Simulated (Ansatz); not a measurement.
# A computed series for Hf2Al4C5: pressure series

Consider Hf₂Al₄C₅ (space group R-3m, No. 166; a cell from a computed database, its experimental status unchecked).

```cif
data_C5Al4Hf2
_chemical_formula_sum 'Hf2 Al4 C5'
_space_group_name_H-M_alt 'P 1'
_space_group_IT_number 1
_cell_length_a 13.69296
_cell_length_b 13.69296
_cell_length_c 13.69296
_cell_angle_alpha 13.888
_cell_angle_beta 13.888
_cell_angle_gamma 13.888
loop_
_space_group_symop_operation_xyz
  'x, y, z'
loop_
_atom_site_label
_atom_site_type_symbol
_atom_site_fract_x
_atom_site_fract_y
_atom_site_fract_z
_atom_site_occupancy
Hf1 Hf 0.36579 0.36579 0.36579 1
Hf2 Hf 0.63421 0.63421 0.63421 1
Al1 Al 0.91180 0.91180 0.91180 1
Al2 Al 0.08820 0.08820 0.08820 1
Al3 Al 0.18945 0.18945 0.18945 1
Al4 Al 0.81055 0.81055 0.81055 1
C1 C 0.26744 0.26744 0.26744 1
C2 C 0.73256 0.73256 0.73256 1
C3 C 0.00000 0.00000 0.00000 1
C4 C 0.13586 0.13586 0.13586 1
C5 C 0.86414 0.86414 0.86414 1
```

Cell and atoms are relaxed at each pressure.

Computed with PBEsol (Ansatz, an electronic-structure program), spin-orbit coupling left out.

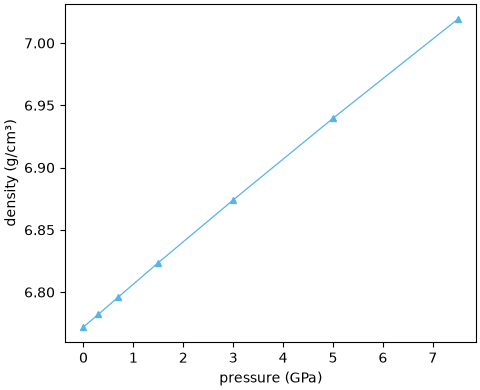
Density against pressure

```json
[
 {"pressure (GPa)": "0.3", "density": "6.78 g/cm³"},
 {"pressure (GPa)": "0.7", "density": "6.80 g/cm³"},
 {"pressure (GPa)": "1.5", "density": "6.82 g/cm³"},
 {"pressure (GPa)": "3", "density": "6.87 g/cm³"},
 {"pressure (GPa)": "5", "density": "6.94 g/cm³"},
 {"pressure (GPa)": "7.5", "density": "7.02 g/cm³"}
]
```

Load acts through the strain it causes; cell and atoms are relaxed under it. Whether these cells are dynamically stable was not tested. No other phases were tried under pressure. The final runs are not spin-polarised.
